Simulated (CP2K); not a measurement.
**CH6FGeNSi (SMILES N[C]1(F)[SiH2][GeH2]1): AM1**

What is the vertical ionisation energy of CH6FGeNSi at AM1? 

The calculation is run with CP2K 2026.2.

5 further runs of the same task are left out: 1 that didn't finish, 4 set aside as unsound or not needed.

**1. The system as given**

CH6FGeNSi: 11 atoms, total charge 0, spin state singlet. As SMILES, `N[C]1(F)[SiH2][GeH2]1`. Geometry: a rough force-field guess. This is one conformer, not always the lowest.

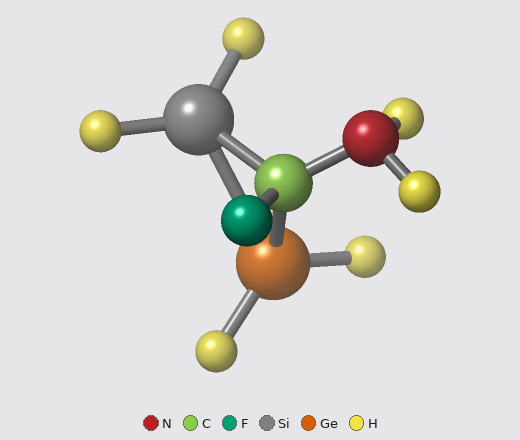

Viewed from a chosen angle; nitrogen red, carbon green, fluorine teal, silicon grey, germanium orange, hydrogen yellow.

**2. Energy and forces at AM1**

qs.inp

```
&GLOBAL
   PROJECT_NAME qs
   RUN_TYPE ENERGY_FORCE
   PRINT_LEVEL MEDIUM
&END

&FORCE_EVAL
   METHOD Quickstep
   &DFT
      &QS
         METHOD AM1
         EPS_DEFAULT 1.0E-10
         &SE
            &COULOMB
               CUTOFF [angstrom] 50
               RC_RANGE [angstrom] 0
            &END
            &EXCHANGE
               CUTOFF [angstrom] 50
               RC_RANGE [angstrom] 0
            &END
         &END
      &END
      &POISSON
         PERIODIC NONE
         POISSON_SOLVER ANALYTIC
      &END
      &SCF
         SCF_GUESS ATOMIC
         EPS_SCF 1.0E-06
         MAX_SCF 80
         ADDED_MOS 2
         &DIAGONALIZATION
            ALGORITHM STANDARD
         &END
         &MIXING
            METHOD DIRECT_P_MIXING
            ALPHA 0.4
         &END
      &END
      &PRINT
         &MOMENTS
            PERIODIC F
            REFERENCE COM
            MAX_MOMENT 1
         &END
         &MO ON
            ENERGIES T
            OCCUPATION_NUMBERS T
            NDIGITS 6
            &EACH
               QS_SCF 0
            &END
            ADD_LAST NUMERIC
         &END
         &HIRSHFELD OFF
         &END
      &END
   &END
   &SUBSYS
      &CELL
         ABC 15.2 16.1 15.4
         PERIODIC NONE
      &END
      &COORD
         N     -0.648600     0.648400     1.378000
         C      0.378600     0.140300     0.550100
         F      1.616300     0.368700     1.043200
         Si     0.165400    -1.537800    -0.072600
         Ge     0.209000     0.456700    -1.363400
         H     -1.614100     0.579800     0.877900
         H     -0.512400     1.726100     1.441900
         H      1.330000    -2.357900    -0.272000
         H     -1.286600    -2.025700     0.066400
         H      1.580300     0.797500    -1.964200
         H     -1.152600     1.147000    -1.664700
      &END
      &TOPOLOGY
         &CENTER_COORDINATES
         &END
      &END
   &END
   &PRINT
      &FORCES ON
      &END
   &END
&END
```

Run with:

```console
$ OMP_NUM_THREADS=1 cp2k.psmp qs.inp > qs.out
```

What it wrote:

```text
CP2K| version string:                                       CP2K version 2026.2
[...]
 GLOBAL| Method name                                                        CP2K
[...]
 GLOBAL| Run type                                                   ENERGY_FORCE
[...]
                             - Atoms:                                         11
[...]
                             - Spherical basis functions:                     26
[...]
 Number of electrons:                                                         30
[...]
     1 P_Mix/Diag. 0.40E+00    0.0     0.86919735       -33.0526085581 -3.31E+01
[...]
    22 DIIS/Diag.  0.14E-06    0.0     0.00000066       -39.2107030250 -1.04E-12
  *** SCF run converged in    22 steps ***
  Core-core repulsion energy [eV]:                           2173.77292242239082
  Core Hamiltonian energy [eV]:                             -1708.29342542913673
  Two-electron integral energy [eV]:                        -3064.91397658315327
  Electronic energy [eV]:                                   -3240.75041372071291
  Total energy [eV]:                                        -1066.97749129832232
  Atomic reference energy [eV]:                              1066.87014762980561
  Heat of formation [kcal/mol]:                                -2.47540399840714
[...]
 SE_DIPOLE| Moment [Debye]          1.40171481       1.88510657      -1.17187375
 SE_DIPOLE| Derivative [a.u.]       0.00000000       0.00000000       0.00000000
 ENERGY| Total FORCE_EVAL ( QS ) energy [hartree]            -39.210703024985825
 FORCES| Atomic forces [hartree/bohr]
 FORCES|   Atom     x               y               z               |f|
 FORCES|      1 -4.99547962E-02  7.02514637E-02 -2.15438910E-02   8.88531882E-02
 FORCES|      2 -6.82333312E-03 -2.04388252E-02  3.35542758E-02   3.98772225E-02
 FORCES|      3  2.78676375E-02  1.75637015E-02  1.47183487E-02   3.60793378E-02
 FORCES|      4 -3.65792546E-02 -1.67606922E-02 -1.60215938E-02   4.33088228E-02
 FORCES|      5 -1.06488872E-02  3.98226907E-04 -3.21793188E-02   3.38978752E-02
 FORCES|      6  4.76586812E-02 -3.72483942E-03  2.35820835E-02   5.33042117E-02
 FORCES|      7 -4.24534029E-03 -4.99766337E-02  7.57824399E-03   5.07258969E-02
 FORCES|      8  3.93573491E-04 -5.21726090E-03  2.54381568E-03   5.81770656E-03
 FORCES|      9  2.72797956E-02  3.11365660E-03 -2.22276154E-03   2.75467380E-02
 FORCES|     10  1.36993698E-03  3.73149598E-03 -5.36670088E-03   6.67849293E-03
 FORCES|     11  3.68198668E-03  1.05970687E-03 -4.64250152E-03   6.01937080E-03
 FORCES| Sum     2.77555756E-17 -1.12410081E-15  1.49533164E-15
 FORCES| Total atomic force                                       1.87093285E-15
[...]
```

It took 1 s on 1 thread of Intel Xeon 6975P-C (Granite Rapids), shared host; peak memory 0.18 GiB.

**3. The doublet cation at the same level**

calc.inp

```
&GLOBAL
    PROJECT calc
    RUN_TYPE ENERGY_FORCE
    PRINT_LEVEL MEDIUM
&END GLOBAL

&FORCE_EVAL
    METHOD QUICKSTEP
    &DFT
        CHARGE 1
        MULTIPLICITY 2
        UKS T
        # Quickstep
        &QS
            METHOD AM1
            EPS_DEFAULT 1.0E-10
            &SE
                &COULOMB
                    CUTOFF [angstrom] 50
                    RC_RANGE [angstrom] 0
                &END COULOMB
                &EXCHANGE
                    CUTOFF [angstrom] 50
                    RC_RANGE [angstrom] 0
                &END EXCHANGE
            &END SE
        &END QS
        &POISSON
            PERIODIC NONE
            POISSON_SOLVER ANALYTIC
        &END POISSON
        &SCF
            SCF_GUESS ATOMIC
            EPS_SCF 1.0E-06
            MAX_SCF 80
            ADDED_MOS 2
            &DIAGONALIZATION
                ALGORITHM STANDARD
            &END DIAGONALIZATION
            &MIXING
                METHOD DIRECT_P_MIXING
                ALPHA 0.4
            &END MIXING
        &END SCF
        # extra output
        &PRINT
            &MOMENTS
                PERIODIC F
                REFERENCE COM
                MAX_MOMENT 1
            &END MOMENTS
            &MO ON
                ENERGIES T
                OCCUPATION_NUMBERS T
                NDIGITS 6
                &EACH
                    QS_SCF 0
                &END EACH
                ADD_LAST NUMERIC
            &END MO
            &HIRSHFELD OFF
            &END HIRSHFELD
        &END PRINT
    &END DFT
    # structure
    &SUBSYS
        # vacuum box
        &CELL
            ABC 15.2 16.1 15.4
            PERIODIC NONE
        &END CELL
        &COORD
            N     -0.648600     0.648400     1.378000
            C      0.378600     0.140300     0.550100
            F      1.616300     0.368700     1.043200
            Si     0.165400    -1.537800    -0.072600
            Ge     0.209000     0.456700    -1.363400
            H     -1.614100     0.579800     0.877900
            H     -0.512400     1.726100     1.441900
            H      1.330000    -2.357900    -0.272000
            H     -1.286600    -2.025700     0.066400
            H      1.580300     0.797500    -1.964200
            H     -1.152600     1.147000    -1.664700
        &END COORD
        &TOPOLOGY
            &CENTER_COORDINATES
            &END CENTER_COORDINATES
        &END TOPOLOGY
    &END SUBSYS
    &PRINT
        &FORCES ON
        &END FORCES
    &END PRINT
&END FORCE_EVAL
```

Run with:

```console
$ OMP_NUM_THREADS=1 cp2k.psmp calc.inp > calc.out
```

What it wrote:

```text
CP2K| version string:                                       CP2K version 2026.2
[...]
 GLOBAL| Method name                                                        CP2K
[...]
 GLOBAL| Run type                                                   ENERGY_FORCE
[...]
                             - Atoms:                                         11
[...]
                             - Spherical basis functions:                     26
[...]
 Number of electrons:                                                         15
[...]
     1 P_Mix/Diag. 0.40E+00    0.0     0.42540037       -32.5909071209 -3.26E+01
[...]
    45 DIIS/Diag.  0.26E-06    0.0     0.00000028       -38.8796778581 -9.24E-14
  *** SCF run converged in    45 steps ***
  Core-core repulsion energy [eV]:                           2173.77292242239082
  Core Hamiltonian energy [eV]:                             -1675.24860684324494
  Two-electron integral energy [eV]:                        -3112.98830799112739
  Electronic energy [eV]:                                   -3231.74276083880886
  Total energy [eV]:                                        -1057.96983841641782
  Atomic reference energy [eV]:                              1066.87014762980561
  Heat of formation [kcal/mol]:                               205.24602259562903
[...]
 SE_DIPOLE| Moment [Debye]          2.84383608       1.02006065      -1.95338152
 SE_DIPOLE| Derivative [a.u.]       0.00000000       0.00000000       0.00000000
 ENERGY| Total FORCE_EVAL ( QS ) energy [hartree]            -38.879677858115478
 FORCES| Atomic forces [hartree/bohr]
 FORCES|   Atom     x               y               z               |f|
 FORCES|      1 -2.85496177E-02  7.37601008E-02 -7.17396389E-02   1.06781126E-01
 FORCES|      2 -1.33650599E-02 -2.35491782E-02  8.62814012E-02   9.04304640E-02
 FORCES|      3  2.16889381E-02  1.73160947E-02  6.97209452E-03   2.86158570E-02
 FORCES|      4 -3.47203547E-02 -3.65533876E-02 -1.30961032E-02   5.20880130E-02
 FORCES|      5 -1.30909744E-02  1.76159225E-02 -5.13267727E-02   5.58223246E-02
 FORCES|      6  3.75031483E-02 -8.91049481E-03  3.09432259E-02   4.94304186E-02
 FORCES|      7 -3.07509599E-03 -4.47184462E-02  2.36419316E-02   5.06767853E-02
 FORCES|      8  2.02338891E-03 -4.47022711E-03  2.84236128E-03   5.67063055E-03
 FORCES|      9  2.63193510E-02  5.18449449E-03 -1.12808858E-03   2.68488324E-02
 FORCES|     10  4.67413926E-03  3.37332885E-03 -7.44853455E-03   9.41847081E-03
 FORCES|     11  5.92137045E-04  9.51792666E-04 -5.94187655E-03   6.04668773E-03
 FORCES| Sum     1.38777878E-15  2.63677968E-16 -3.19189120E-16
 FORCES| Total atomic force                                       1.44821881E-15
[...]
```

Run time: 1.1 s. Hardware: 1 thread of Intel Xeon 6975P-C (Granite Rapids), shared host; peak memory 0.18 GiB.

**4. What came out**

Level: AM1.

| quantity | value |
| --- | --- |
| singlet CH6FGeNSi: total energy | -39.21070 Eh |
| singlet CH6FGeNSi: dipole moment | 2.63 D |
| singlet CH6FGeNSi: HOMO energy | -9.42 eV |
| singlet CH6FGeNSi: LUMO energy | -1.75 eV |
| singlet CH6FGeNSi: HOMO–LUMO gap | 7.67 eV |
| singlet CH6FGeNSi: heat of formation at this unrelaxed shape | -2.5 kcal/mol |
| singlet CH6FGeNSi: largest force on an atom | 4.569 eV/Å |
| doublet cation: total energy | -38.87968 Eh |
| doublet cation: HOMO energy (highest over α and β) | -14.56 eV |
| doublet cation: LUMO energy (lowest over α and β) | -8.49 eV |
| doublet cation: heat of formation at this unrelaxed shape | 205.2 kcal/mol |
| doublet cation: largest force on an atom | 5.491 eV/Å |
| vertical ionisation energy (to the doublet cation) | 9.008 eV |

What this shows: The vertical ionisation energy comes to 9.01 eV (869 kJ/mol). The largest force (singlet CH6FGeNSi) is 4.57 eV/Å: the shape isn't a stationary point for this species at this level.
